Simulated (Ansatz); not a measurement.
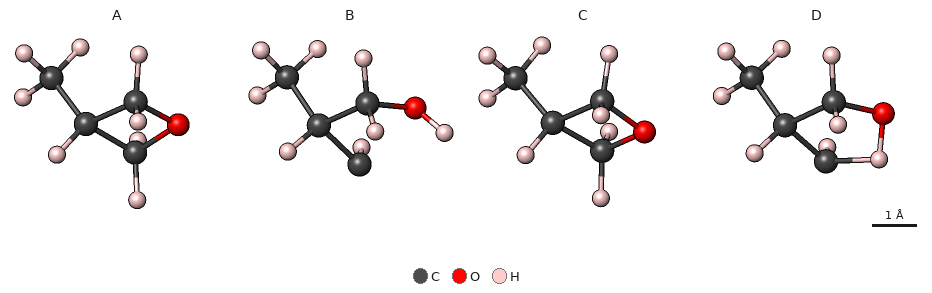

4 geometries from a converged minimum-energy path of C$_{4}$H$_{8}$O, shuffled. Style: ball-and-stick. Shown from a free direction.

Computed with RKS B3LYP-D4/def2-SVP (Ansatz). Settings: 7 movable images; climbing image; force threshold 0.03 eV/Å; iteration limit 50; starting path through a guess of the saddle point.

One of them is the converged climbing image. Which?

D. In order along the path, whose images run from 0 to 8: C (image 0, 0.0 kJ/mol), A (image 1, +0.4 kJ/mol), D (image 5, +332.1 kJ/mol), B (image 8, +319.8 kJ/mol). Breaking: C–H (1.11 → 2.38 Å), C–O (1.44 → 1.98 Å). Forming: H–O (2.12 → 0.97 Å).

Cost: 6.9 min on 2 threads of Intel(R) Xeon(R) Platinum 8488C (Sapphire Rapids), on a shared host, peak memory 0.27 GiB.
